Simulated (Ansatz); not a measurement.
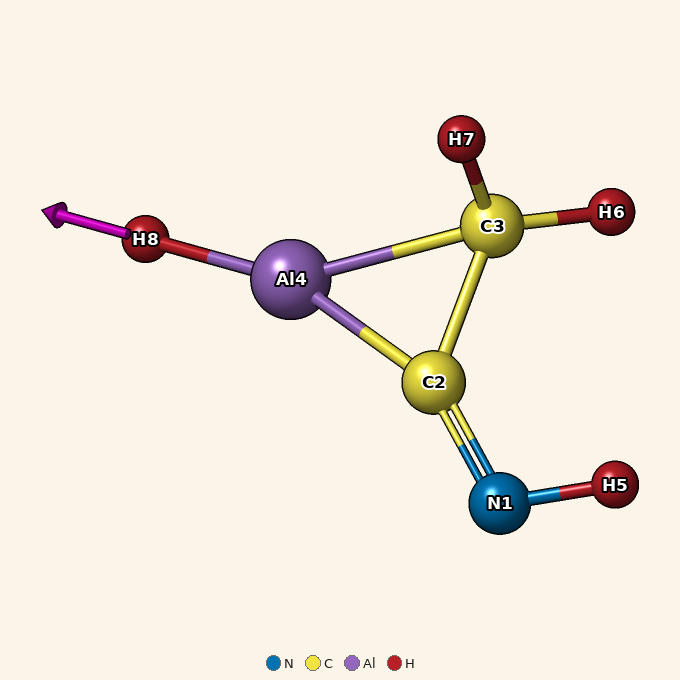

The arrows show one normal mode. Harmonic vibrations computed with RKS PBE0-D4/def2-TZVP (Ansatz 0.2.0) at a stationary point of the same level.

What kind of motion is it?

Mostly Al–H stretching.

Estimate its harmonic wavenumber.

1942 cm⁻¹; it is mode 15 of 18 counted from the lowest.
